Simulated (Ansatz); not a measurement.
# BH2F (SMILES BF): MP2/STO-3G

Aim: the energy change on altering one bond length of BH2F at MP2/STO-3G, from 2 runs. 

The calculation is run with Ansatz 0.2.0.

39 further runs of the same task are left out: 39 set aside as unsound or not needed.

## Step 1: The system as given

BH2F: 4 atoms, total charge 0, spin state singlet. As SMILES, `BF`. The shape is that of a PBE0-D4/def2-TZVP optimisation.

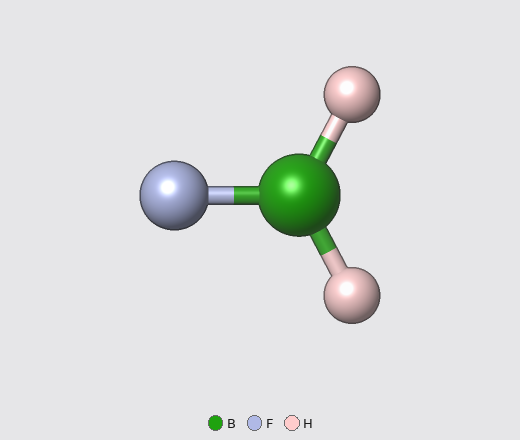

The structure, seen from a chosen angle (boron green, fluorine light blue, hydrogen pink).

## Step 2: The energy at MP2/STO-3G

Contents of job.yaml:

```yaml
crystal:
  periodic: [false, false, false]
  atoms:
    - {symbol: B, position_ang: [-0.027300, -0.004000, -0.030800]}
    - {symbol: F, position_ang: [1.061200, -0.296700, 0.649900]}
    - {symbol: H, position_ang: [-1.012500, -0.649100, 0.186200]}
    - {symbol: H, position_ang: [0.034200, 0.889600, -0.825600]}
basis:
  gaussian: {orbitals: STO-3G}
correlation: {method: mp2, frozen_orbitals: {B: 1, F: 1, H: 0}}
accuracy: high
```

On the command line:

```
$ ansatz run job.yaml --threads 1 --pin off --max-ram 2610MiB --events-out events.jsonl --progress --plain --runs-dir runs
```

The program printed:

```text
Warning: RAYON_NUM_THREADS=1 ignored (pool sized by the plan → 1); use --threads N
Functional definition: HF
  name "HF"
  exchange = exact_x
  correlation = 0
186 factors; integrals over basis functions are off by at most 8.6e-9 eV
mean field evaluation 1: about -3361.9132 eV, gradient 1.9e1 eV
mean field evaluation 2: about -3361.9421 eV, gradient 1.9e1 eV
mean field evaluation 4: about -3363.3643 eV, gradient 1.1e0 eV
mean field evaluation 8: about -3363.3684 eV, gradient 3.2e-6 eV
mean field -3363.36842971 eV, -123.6015100189 hartree, gradient 8.5e-8 eV, S^2 0.000000; 0 other end points of the search recorded, 0 dependent functions left out
2 core orbitals not correlated: weight in the atoms' cores, before any rotation towards them, 1.000 or more for the frozen orbitals, at most 0.000 for the correlated occupied ones
reference -3363.36842971 eV, -123.6015100189 hartree; 6, 6 occupied and 4, 4 virtual orbitals, 186 factors
second order -1.70072870 eV of doubles, -0.00000000 eV of singles
Total energy: -3365.06915841 eV, -123.6640106459 hartree
```

Run time: 0.06 s. Hardware: 1 thread of Arm Neoverse V1, shared host.

## Step 3: The distorted shape

Contents of run.yaml:

```yaml
basis:
  gaussian: {orbitals: STO-3G}
crystal:
  periodic: [false, false, false]
  atoms:
    - {symbol: B, position_ang: [0.219000, 0.157275, -0.085050]}
    - {symbol: F, position_ang: [1.307500, -0.135425, 0.595650]}
    - {symbol: H, position_ang: [-1.012500, -0.649100, 0.186200]}
    - {symbol: H, position_ang: [0.280500, 1.050875, -0.879850]}
correlation: {method: mp2, frozen_orbitals: {B: 1, F: 1, H: 0}}
accuracy: high
```

On the command line:

```
$ ansatz run run.yaml --threads 1 --pin off --max-ram 2610MiB --events-out events.jsonl --progress --plain --runs-dir runs
```

The program printed:

```text
Warning: RAYON_NUM_THREADS=1 ignored (pool sized by the plan → 1); use --threads N
[... 4 set-up lines as earlier in the session ...]
186 factors; integrals over basis functions are off by at most 7.3e-9 eV
mean field evaluation 1: about -3360.5024 eV, gradient 1.9e1 eV
mean field evaluation 2: about -3360.5254 eV, gradient 1.9e1 eV
mean field evaluation 4: about -3362.1008 eV, gradient 1.2e0 eV
mean field evaluation 8: about -3362.1073 eV, gradient 5.2e-6 eV
mean field -3362.10727628 eV, -123.5551634852 hartree, gradient 1.4e-8 eV, S^2 0.000000; 0 other end points of the search recorded, 0 dependent functions left out
2 core orbitals not correlated: weight in the atoms' cores, before any rotation towards them, 1.000 or more for the frozen orbitals, at most 0.000 for the correlated occupied ones
reference -3362.10727628 eV, -123.5551634852 hartree; 6, 6 occupied and 4, 4 virtual orbitals, 186 factors
second order -1.89518225 eV of doubles, -0.00000000 eV of singles
Total energy: -3364.00245853 eV, -123.6248101481 hartree
```

It took 0.06 s on 1 thread of Arm Neoverse V1, shared host.

## Step 4: Results

At MP2/STO-3G, 2 core orbitals frozen:

| quantity | value |
| --- | --- |
| first shape: total energy | -123.66401 Eh |
| first shape: correlation energy (2 core orbitals frozen) | -62.5 mEh |
| distorted shape: total energy | -123.62481 Eh |
| distorted shape: correlation energy (2 core orbitals frozen) | -69.6 mEh |
| energy change with the B1–H3 bond stretched from 1.197 to 1.497 Å | 1.067 eV |

With the B1–H3 bond stretched from 1.197 to 1.497 Å the energy rises by 1.07 eV (25 kcal/mol). The first shape isn't relaxed at this level, so the change isn't measured from a minimum. The minimal basis adds a large error of its own.
